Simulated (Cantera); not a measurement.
A closed system holds: 1 mol MgO, 0.17 mol H2O, 0.14 mol N2, a varied amount of Br2, equilibrated at 1075 K and 0.520 bar.

Method: chemical equilibrium by Gibbs-energy minimisation in Cantera with the NASA 1993 tables (ideal gas, pure condensed phases). Candidate condensed phases: Br2, H2O, Mg, MgBr2, MgO, Mg(OH)2; 36 gas species. Rates play no part.

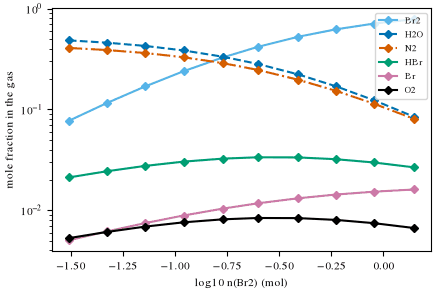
Figure: Equilibrium gas composition (values under 1e-9 drawn at 1e-9)

Read off the mole fractions at 0.9 mol Br2.

Br2 about 0.71, H2O about 0.12, N2 about 0.11, HBr about 0.030, Br about 0.015, O2 about 0.0074.
